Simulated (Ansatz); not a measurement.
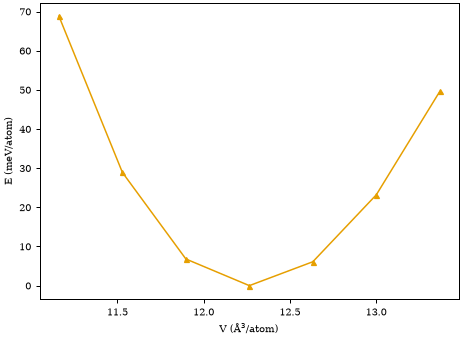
*Ti3GeC2 in space group P6_3/mmc (No. 194; Ti on 4f, Ti on 2a, Ge on 2b, C on 4f) under volume change, DFT-r²SCAN in the program Ansatz with PAW potentials, shape and atoms relaxed at each volume.*

### Question
What does a third-order Birch–Murnaghan fit give for V₀, B₀ and B′?

### Answer
V₀ = 12.27 Å³/atom, B₀ = 187 GPa, B′ = 4.4.

The workflow started from a Materials Project entry (that database holds measured and hypothetical structures alike); the Crystallography Open Database copy checked does not list it. Whether it is the stable phase at ambient conditions was not checked. The r²SCAN relaxation kept the symmetry of its start; whether a distortion lowers the energy is not shown. The run is not spin-polarised.

Potentials: the later of the program's two PAW sets.
